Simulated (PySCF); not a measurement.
SMILES Cl[SiH](Cl)C#C[Si](Cl)(Cl)Cl (C2HCl5Si2), B3LYP/def2-SVP optimised geometry. Atoms within 1.6 Å of the plane z = 0.0 Å (x, y, z in Å): Si1 (-0.79, 1.96, 0.02), Cl3 (-2.85, 1.95, 0.03), C4 (-0.20, 0.22, 0.00), C5 (0.20, -0.93, 0.00), Si6 (0.80, -2.65, 0.00), Cl7 (2.85, -2.65, 0.00), H10 (-0.30, 2.65, 1.23).

Level of theory: B3LYP/def2-TZVP (PySCF). Cells within 0.4 Å of a nucleus heavier than hydrogen are left out (blank, or x).

Map of the deformation density (molecule minus spherical neutral atoms) (e/bohr³), clipped to [-0.15, 0.15] on the plane z = 0.0 Å:

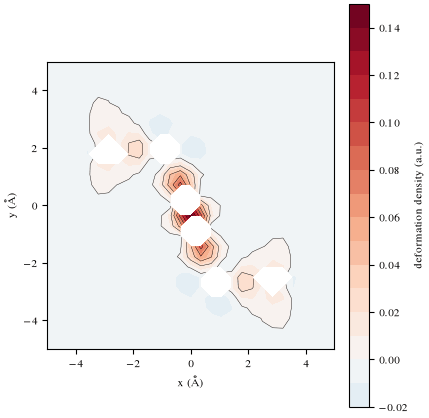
*Deformation density (molecule minus spherical neutral atoms) (e/bohr³), clipped to [-0.15, 0.15] on the plane z = 0.0 Å.*
